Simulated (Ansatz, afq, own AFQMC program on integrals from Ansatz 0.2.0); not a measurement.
# TiOF2 (singlet): AFQMC on the coupled-cluster ladder, def2-TZVP, part 2 of 2

Ansatz 0.2.0, Gaussian basis, and an in-house AFQMC program (afq) on its integrals; all values are calculated; def2-TZVP, frozen cores.

### 9 wB97M-V (unrestricted)

in.yaml

```yaml
crystal:
  periodic: [false, false, false]
  atoms:
    - {symbol: O, position_ang: [0.076386, 0.481981, 1.484391]}
    - {symbol: Ti, position_ang: [-0.148195, -0.085784, 0.025388]}
    - {symbol: F, position_ang: [0.850135, -1.492631, -0.376449]}
    - {symbol: F, position_ang: [-0.778326, 1.096444, -1.133330]}
basis:
  gaussian: {orbitals: def2-TZVP}
magnetization: {spin_polarized: true, initial_magnetization: 0}
hamiltonian: {xc: {name: wB97M-V}}
output: {orbitals: {seedname: orbitals}}
```

Run with:

```bash
$ ansatz run in.yaml --threads 1 --pin off --events-out ev --progress --plain --max-ram 5632MiB --backend cpu
```

Standard output (excerpt; [...] marks lines left out):

```text
Functional definition: wB97M-V
  name "wB97M-V"
  cite "Mardirossian & Head-Gordon, J. Chem. Phys. 144, 214110 (2016) doi:10.1063/1.4952647"
  cite "Becke, J. Chem. Phys. 107, 8554 (1997) doi:10.1063/1.475007"
  cite "Vydrov & Van Voorhis, J. Chem. Phys. 133, 244103 (2010) doi:10.1063/1.3521275"
  # Of w^i u^j: cxij and so on, Table III.
[...]
  gx(w, u) = 1 - cx + cx01*u + cx10*w
  gss(w, u) = css00 + css04*u^4 + css10*w + css20*w^2 + css43*w^4*u^3
  gos(w, u) = cos00 + cos10*w + (cos20 + cos21*u)*w^2 + (cos60 + cos61*u)*w^6
[...]
      + integral(e_c_pw_mod_opposite_spin*gos(b97_w_opposite, b97_u_opposite)) + vv10(b, c)
914 factors; their error is unknown
172 factors; integrals over basis functions are off by at most 4.1e-5 eV
[...]
mean field -30600.60601789 eV, -1124.5515293216 hartree, gradient 8.7e-5 eV, S^2 0.000000; 0 other end points of the search recorded, 0 dependent functions left out
reference -30600.60608179 eV, -1124.5515316699 hartree; 24, 24 occupied and 114, 114 virtual orbitals, 914 factors
Total energy: -30600.60608179 eV, -1124.5515316699 hartree
```

It took 16 s on 1 thread of AMD EPYC 7R13 (Zen 3), shared host; peak memory 1.8 GiB.

From the report: ⟨S²⟩ of the determinant 0.000 (pure singlet: 0.00).

### 10 B2PLYP (unrestricted)

Changes to in.yaml since step 9:

```diff
@@ -10,3 +10,3 @@
 magnetization: {spin_polarized: true, initial_magnetization: 0}
-hamiltonian: {xc: {name: wB97M-V}}
-output: {orbitals: {seedname: orbitals}}
+hamiltonian: {xc: {name: B2PLYP}}
+correlation: {electrons: outside_noble_gas}
```

Launched as before.

Standard output (excerpt; [...] marks lines left out):

```text
Functional definition: B2PLYP
  name "B2PLYP"
  cite "Grimme, J. Chem. Phys. 124, 034108 (2006) doi:10.1063/1.2148954"
  cite "Becke, Phys. Rev. A 38, 3098 (1988) doi:10.1103/PhysRevA.38.3098"
  cite "Lee, Yang & Parr, Phys. Rev. B 37, 785 (1988) doi:10.1103/PhysRevB.37.785"
[...]
1022 factors; integrals over basis functions are off by at most 1.0e-3 eV
[...]
mean field -30585.00134594 eV, -1123.9780682046 hartree, gradient 9.6e-6 eV, S^2 0.000000; 0 other end points of the search recorded, 0 dependent functions left out
12 core orbitals not correlated: weight in the atoms' cores, before any rotation towards them, 0.973 or more for the frozen orbitals, at most 0.024 for the correlated occupied ones
reference -30585.00149462 eV, -1123.9780736686 hartree; 12, 12 occupied and 114, 114 virtual orbitals, 1022 factors
second order -31.96108132 eV of doubles, -0.00000000 eV of singles
Total energy: -30593.63098657 eV, -1124.2952016487 hartree
```

It took 9 s on 1 thread of AMD EPYC 7R13 (Zen 3), shared host; peak memory 2.6 GiB.

From the report: ⟨S²⟩ of the determinant 0.000 (pure singlet: 0.00).

### 11 Phaseless AFQMC, CISD trial on RHF

It reads the integrals that the CCSD(T) run on this determinant wrote.

Run with:

```bash
$ afq ham --method phaseless --trial cisd --walkers 1500 --populations 20 --least-time 60 --time-step 0.005 --steps-per-block 50 --equilibration-blocks 40 --max-blocks 4000 --target-error 0.0003 --factor-cut 1e-05 --seed 7629 --release-times 0.24,0.48,0.8,1.2 --release-step 0.04 --release-every 5 --taylor-order 6
```

Standard output:

```text
orbitals 126  electrons 12 12  factors 975 of 1022
reference energy -1122.41449356 Eh
CCSD correlation -0.87894679 Eh in 17 cycles, weight of the determinant in the CISD state 0.8017
energy of the start -1123.293437 Eh
 block  time / (1/Eh)  mean weight  energy / Eh
     1     0.250  0.9995  -1123.284076
     2     0.500  1.0010  -1123.307238
     3     0.750  0.9993  -1123.321177
     4     1.000  1.0015  -1123.327661
     5     1.250  1.0005  -1123.335257
     6     1.500  1.0007  -1123.335601
     7     1.750  0.9990  -1123.336354
     8     2.000  1.0001  -1123.333294
     9     2.250  0.9983  -1123.335848
    10     2.500  1.0005  -1123.339329
    11     2.750  0.9989  -1123.339006
    16     4.000  1.0001  -1123.348059
    21     5.250  1.0009  -1123.341104
    26     6.500  0.9993  -1123.354024
    31     7.750  1.0004  -1123.348390
    36     9.000  0.9989  -1123.345410
    41    10.250  1.0005  -1123.340334
    46    11.500  0.9989  -1123.340196
    51    12.750  1.0010  -1123.346582
    56    14.000  1.0010  -1123.343160
    61    15.250  0.9984  -1123.334288
    66    16.500  0.9993  -1123.344876
    71    17.750  0.9996  -1123.336380
    76    19.000  1.0003  -1123.335571
    81    20.250  0.9992  -1123.338077
    86    21.500  0.9982  -1123.342262
    91    22.750  1.0009  -1123.354758
    96    24.000  1.0011  -1123.337083
   101    25.250  0.9995  -1123.337359
   106    26.500  1.0001  -1123.341255
   111    27.750  1.0003  -1123.341116
   116    29.000  1.0004  -1123.344018
   121    30.250  1.0010  -1123.343562
   126    31.500  0.9994  -1123.342616
   131    32.750  1.0006  -1123.348411
   136    34.000  0.9992  -1123.343068
   141    35.250  1.0002  -1123.341924
   146    36.500  0.9989  -1123.347509
   151    37.750  0.9999  -1123.350370
   156    39.000  1.0012  -1123.345675
   161    40.250  1.0005  -1123.362134
   166    41.500  0.9973  -1123.342182
   171    42.750  1.0005  -1123.335284
   176    44.000  0.9999  -1123.340818
   181    45.250  1.0004  -1123.340345
   186    46.500  1.0005  -1123.340179
   191    47.750  0.9993  -1123.345619
   196    49.000  0.9990  -1123.345618
   201    50.250  0.9985  -1123.337890
   206    51.500  1.0014  -1123.329614
   211    52.750  0.9987  -1123.341558
   216    54.000  1.0008  -1123.343542
   221    55.250  0.9998  -1123.331340
error from the spread of 20 populations
released: time / (1/Eh)  energy / Eh  error  mean overlap
  0.24  -1123.341045  0.000475  0.9901
  0.48  -1123.343350  0.000874  0.9718
  0.80  -1123.340540  0.001764  0.9585
  1.20  -1123.339380  0.002356  0.9548
energy -1123.341595 +/- 0.000601 Eh
```

Wall time 6 min (1 × NVIDIA H100 80GB HBM3 with 2 threads of AMD EPYC 7R13 (Zen 3), shared host); peak host memory 2.6 GiB.

Energy -30567.6820 ± 0.0164 eV. Caveats: constraint bias not in the error; error above the target.

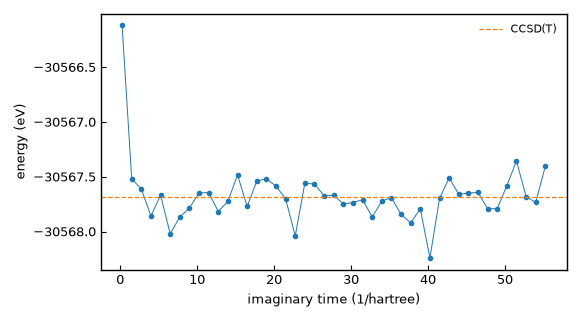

Block energies along the walk.

### 12 Phaseless AFQMC, single-determinant trial on RHF

It reads the integrals that the CCSD(T) run on this determinant wrote.

Run with:

```bash
$ afq ham --method phaseless --trial hf --walkers 1500 --populations 20 --least-time 40 --time-step 0.005 --steps-per-block 20 --equilibration-blocks 160 --max-blocks 4000 --target-error 0.0014999999999999998 --factor-cut 1e-05 --seed 6565 --taylor-order 6
```

Standard output:

```text
orbitals 126  electrons 12 12  factors 975 of 1022
reference energy -1122.41449356 Eh
CCSD correlation -0.87894679 Eh in 17 cycles, weight of the determinant in the CISD state 0.8017
energy of the start -1122.414494 Eh
 block  time / (1/Eh)  mean weight  energy / Eh
     1     0.100  1.0072  -1122.797409
     2     0.200  1.0083  -1122.976946
     3     0.300  1.0075  -1123.064601
     4     0.400  1.0059  -1123.150925
     5     0.500  1.0054  -1123.187976
     6     0.600  1.0036  -1123.218181
     7     0.700  1.0021  -1123.252967
     8     0.800  1.0043  -1123.274266
     9     0.900  1.0027  -1123.284662
    10     1.000  1.0022  -1123.315738
    12     1.200  1.0019  -1123.315243
    23     2.300  0.9991  -1123.335757
    34     3.400  1.0005  -1123.357063
    45     4.500  0.9993  -1123.347115
    56     5.600  1.0002  -1123.353489
    67     6.700  1.0013  -1123.367497
    78     7.800  0.9982  -1123.354292
    89     8.900  1.0013  -1123.335188
   100    10.000  1.0005  -1123.355163
   111    11.100  0.9993  -1123.349377
   122    12.200  0.9986  -1123.339552
   133    13.300  1.0006  -1123.341490
   144    14.400  1.0000  -1123.350525
   155    15.500  1.0022  -1123.381562
   166    16.600  1.0007  -1123.367182
   177    17.700  1.0008  -1123.401247
   188    18.800  0.9988  -1123.375628
   199    19.900  0.9996  -1123.352967
   210    21.000  1.0007  -1123.354592
   221    22.100  1.0007  -1123.364709
   232    23.200  0.9994  -1123.341157
   243    24.300  1.0003  -1123.328281
   254    25.400  0.9995  -1123.366619
   265    26.500  1.0000  -1123.385616
   276    27.600  1.0007  -1123.353035
   287    28.700  1.0002  -1123.367049
   298    29.800  0.9977  -1123.362916
   309    30.900  1.0002  -1123.371418
   320    32.000  0.9966  -1123.338308
   331    33.100  1.0001  -1123.362751
   342    34.200  0.9988  -1123.345413
   353    35.300  1.0011  -1123.367893
   364    36.400  1.0010  -1123.358244
   375    37.500  0.9996  -1123.351434
   386    38.600  1.0000  -1123.381921
   397    39.700  0.9997  -1123.375167
   408    40.800  0.9993  -1123.346406
   419    41.900  1.0003  -1123.330779
   430    43.000  1.0005  -1123.378118
   441    44.100  1.0006  -1123.356948
   452    45.200  0.9984  -1123.332025
   463    46.300  0.9994  -1123.363241
error from the spread of 20 populations
energy -1123.357878 +/- 0.003023 Eh
```

It took 1.7 min on 1 × NVIDIA H100 80GB HBM3 with 2 threads of AMD EPYC 7R13 (Zen 3), shared host; peak host memory 2.6 GiB.

Energy -30568.1251 ± 0.0823 eV. Caveats: constraint bias not in the error; error above the target.

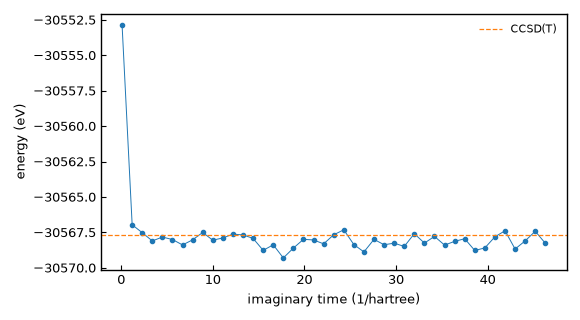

Block energies along the walk.

### 13 UHF

Changes to in.yaml since step 10:

```diff
@@ -10,3 +10,3 @@
 magnetization: {spin_polarized: true, initial_magnetization: 0}
-hamiltonian: {xc: {name: B2PLYP}}
-correlation: {electrons: outside_noble_gas}
+hamiltonian: {xc: hf}
+output: {orbitals: {seedname: orbitals}}
```

Run with:

```bash
$ ansatz run in.yaml --threads 1 --pin off --events-out ev --progress --plain --max-ram 16896MiB --backend cuda --devices 0, --max-vram 18GiB
```

Standard output:

```text
Functional definition: HF
  name "HF"
  cite "Fock, Z. Phys. 61, 126 (1930) doi:10.1007/BF01340294"
  parent pbe
  exchange = exact_x
  correlation = 0
1165 factors; their error is unknown
mean field evaluation 1: about -30529.9476 eV, gradient 5.7e1 eV
mean field evaluation 2: about -30501.0766 eV, gradient 1.2e2 eV
mean field evaluation 4: about -30541.7739 eV, gradient 3.9e0 eV
mean field evaluation 8: about -30541.8347 eV, gradient 2.0e-1 eV
mean field evaluation 16: about -30530.5719 eV, gradient 5.7e1 eV
mean field evaluation 32: about -30542.3326 eV, gradient 4.8e-1 eV
mean field evaluation 64: about -30540.6022 eV, gradient 1.3e0 eV
mean field evaluation 96: about -30535.9287 eV, gradient 9.8e0 eV
mean field evaluation 128: about -30541.7891 eV, gradient 1.3e0 eV
mean field evaluation 160: about -30534.8680 eV, gradient 1.1e1 eV
mean field -30542.45385514 eV, -1122.4144767575 hartree, gradient 1.4e-5 eV, S^2 0.000000; 0 other end points of the search recorded, 0 dependent functions left out
reference -30542.45385514 eV, -1122.4144767575 hartree; 24, 24 occupied and 114, 114 virtual orbitals, 1165 factors
Total energy: -30542.45385514 eV, -1122.4144767575 hartree
```

Run time: 4.9 s. Hardware: 1 × NVIDIA H100 80GB HBM3 with 1 thread of AMD EPYC 7R13 (Zen 3), shared host; peak host memory 2.6 GiB.

From the report: ⟨S²⟩ of the determinant 0.000 (pure singlet: 0.00).

### 14 AFQMC on the ladder

On the RHF determinant, counted from CCSD(T) (a yardstick, not exact):

| level | energy (eV) | from CCSD(T) (kcal/mol) | statistical error (kcal/mol) | time |
| --- | --- | --- | --- | --- |
| HF | -30542.4543 | +581.85 |  |  |
| MP2 | -30567.5556 | +3.00 |  |  |
| CCSD | -30566.3717 | +30.30 |  |  |
| CCSD(T) | -30567.6857 | 0.00 |  |  |
| Phaseless AFQMC, CISD trial, step 0.005, 1500 walkers | -30567.6820 | +0.08 | 0.38 | 6 min |
| Phaseless AFQMC, single-determinant trial, step 0.005, 1500 walkers | -30568.1251 | -10.13 | 1.90 | 1.7 min |

The functionals' totals stand on their own zeros and serve differences with other points: PBE -30591.608 eV; r2SCAN -30600.539 eV; PBE0 -30591.206 eV; B3LYP -30604.606 eV; wB97M-V -30600.606 eV; B2PLYP -30593.631 eV.

### 15 Outcome

What follows sums up all 2 parts.

```
                                                     quantity                   value
              Phaseless AFQMC, CISD trial on RHF from CCSD(T)   +0.08 ± 0.38 kcal/mol
Phaseless AFQMC, single-determinant trial on RHF from CCSD(T)  -10.13 ± 1.90 kcal/mol
```

In words: On RHF the phaseless walk with the CISD trial lies +0.08 kcal/mol from CCSD(T), within three error bars. A single-determinant trial moves the result by -10.22 kcal/mol. Error bars are statistical and leave out the constraint, the time step and what remains of the start.
